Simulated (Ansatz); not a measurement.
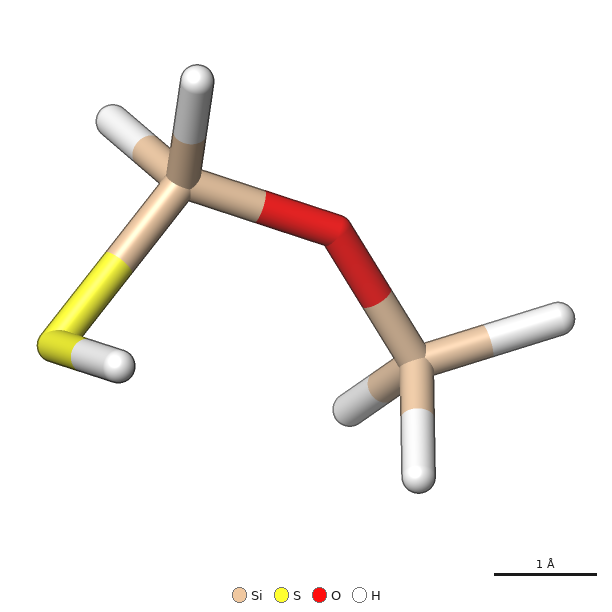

The picture shows a molecular structure as a stick model. Every bond is drawn as one stick, whatever its order.

The geometry was computed by an optimisation with PBE0-D4/def2-TZVP.

Which formula does it have?

H6OSSi2, 10 atoms: 6 hydrogen, 1 oxygen, 1 sulfur and 2 silicon.

Give the symmetry (Schoenflies symbol).

C1.

How many sets of symmetry-equivalent atoms are there?

10: 1 Si, 1 S, 1 O, 1 Si, 1 H, 1 H, 1 H, 1 H, 1 H, 1 H.

Count the bonded pairs by element.

5 Si–H, 2 O–Si, 1 S–Si, 1 S–H. Sticks follow a distance rule.

More results for the same structure follow; atom numbers are the same in all pictures, views and colours differ.

Vibrations

Harmonic vibrations computed with RKS PBE0-D4/def2-TZVP (Ansatz 0.2.0) at a stationary point of the same level.

How many vibrational modes are there, and where do they lie?

24 modes: 41, 65, 76, 218, 274, 503, 520, 627, 719, 732, 752, 799, 891, 945, 954, 955, 988, 1108, 2229, 2234, 2246, 2249, 2257, 2708 cm⁻¹.

Dipole moment

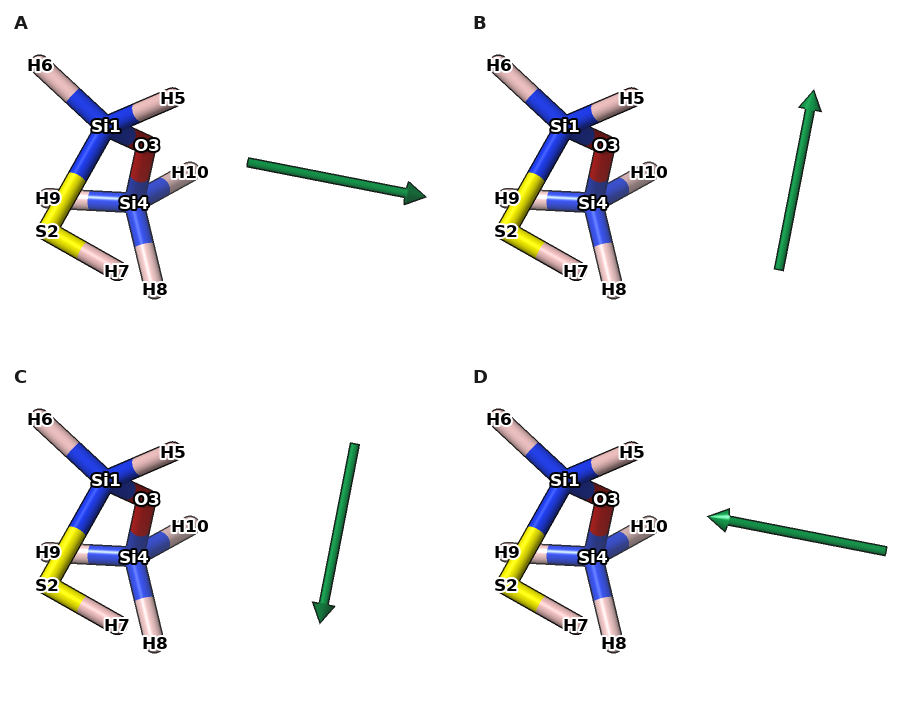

The same molecule four times, each with an arrow. Properties computed with RKS PBE0-D4/def2-TZVP (Ansatz 0.2.0).

Which arrow points along the dipole moment, from the negative to the positive end?

A. The dipole moment is 0.71 D; it points from the side of H6 to the side of H10 (the outermost atoms at the two ends).

Electronic properties

Properties computed with RKS PBE0-D4/def2-TZVPP (Ansatz 0.2.0).

What does the calculation give?

- HOMO energy (Kohn–Sham orbital): −7.79 eV
- LUMO energy (Kohn–Sham orbital): −0.07 eV
- HOMO–LUMO gap: 7.71 eV
- dispersion correction: −20.4 kJ/mol
